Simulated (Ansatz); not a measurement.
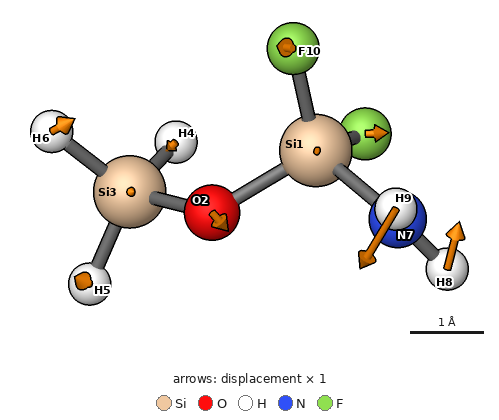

This is a relaxation of Si₂NH₅OF₂. The starting structure is drawn; orange arrows show the displacements, at their true length. The two geometries are superimposed by the best rigid fit.

Style: ball-and-stick. Shown at a tilt.

The run prepares the start of a later molecular dynamics calculation, from a guessed geometry.

These are results of RKS PBE-D4/STO-3G (Ansatz 0.2.0), not measurements. Settings: no spin polarisation; force threshold 0.02 eV/Å; at most 40 steps.

Atoms of which element are displaced furthest, and by how much?

Hydrogen: up to 1.14 Å, against 0.40 Å for fluorine.

What did the optimiser do to the structure, and how much energy did it gain?

Over 35 accepted moves (39 points after the start) the energy falls by 49.2 kJ/mol. The largest force component goes from 4 to 0.017 eV/Å. The line search rejected the trial steps at points 25, 26, 28, 34 of the run. The forces were under the threshold at step 11, but the run went on from there. An H atom moves most after the best rigid fit: 1.14 Å. By element the largest moves are H 1.14 Å, F 0.40 Å, O 0.39 Å, N 0.35 Å, Si 0.11 Å. Near-neighbour distances that change, for instance: F–Si 1.589 → 1.649 Å, O–Si 1.680 → 1.719 Å, N–Si 1.820 → 1.789 Å. Among the angles between lasting bonds that change: H–N–H 120.0° → 102.6°, Si–N–H 120.0° → 107.2°, Si–N–H 120.0° → 108.3°. Groups turn about O–Si by about 30°, O–Si by about 30°.

Limits of the set-up: STO-3G is a minimal basis, so the numbers are rough.
